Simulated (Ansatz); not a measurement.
## Pressure series in ZnCu

The parent structure is ZnCu in the CsCl type structure (space group Pm-3m, No. 221; a = 2.908 Å).

Cell and atoms are relaxed at each pressure.

Method: Kohn–Sham DFT with the PBEsol functional, run in Ansatz (an electronic-structure program) with PAW and 420 eV plane waves, no spin-orbit coupling.

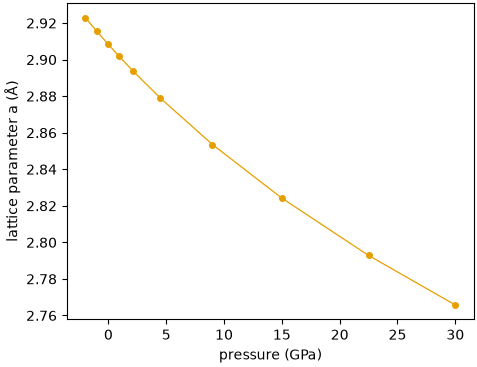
Figure. Lattice parameter a against pressure

```csv
pressure (GPa),lattice parameter a
-2,2.923 Å
-1,2.915 Å
0.9,2.902 Å
2.1,2.894 Å
4.5,2.879 Å
9,2.854 Å
15,2.824 Å
22.5,2.793 Å
30,2.766 Å
```

Load acts through the strain it causes; cell and atoms are relaxed under it. No phonon test of stability was made. No other phases were tried under pressure. The final runs are not spin-polarised.
